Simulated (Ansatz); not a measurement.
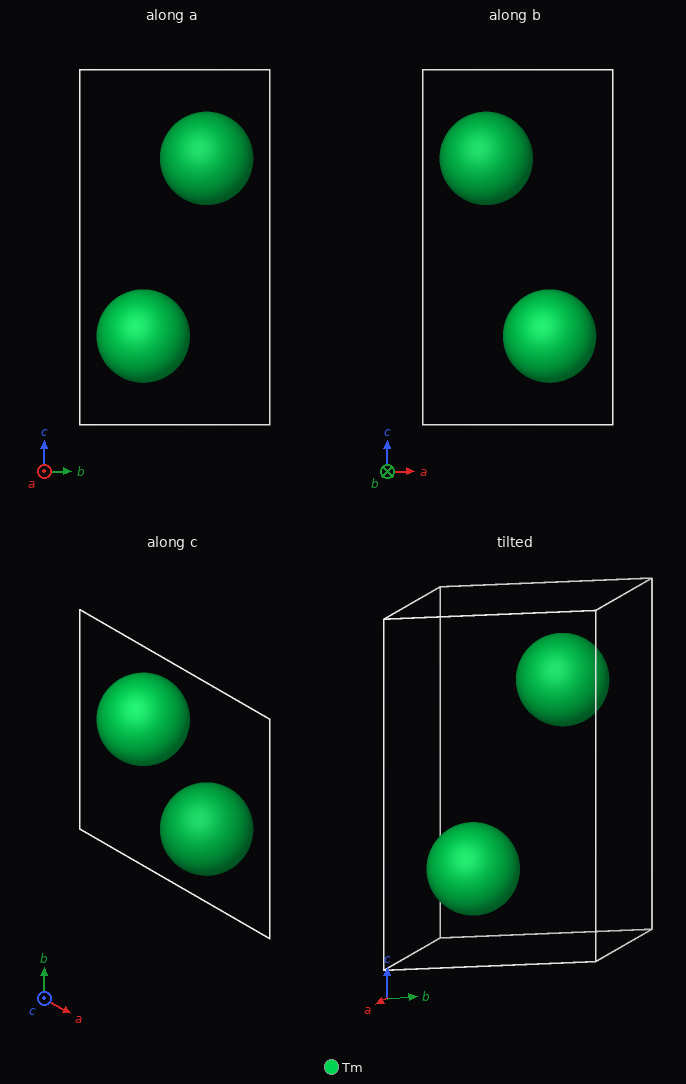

Spheres-only representation of a periodic structure, projected along the a axis, along the b axis, along the c axis and slightly off an axis. One conventional unit cell is outlined, and atoms on its boundary appear in each equivalent place.

Lattice parameters: a = 3.670 Å, b = 3.670 Å, c = 5.943 Å, α = 90.00°, β = 90.00°, γ = 120.00°.

Question: Reconstruct the structure as a table of Wyckoff sites.

Answer: Space group P6_3/mmc (No. 194).
```json
{"atom": "Tm", "site": "2d", "x": "0.3333", "y": "0.6667", "z": "0.7500"}
```

The starting point was the standard structure of this element. Relaxation method: DFT PBE, scalar-relativistic, plane waves, PAW (Ansatz 0.2.0).
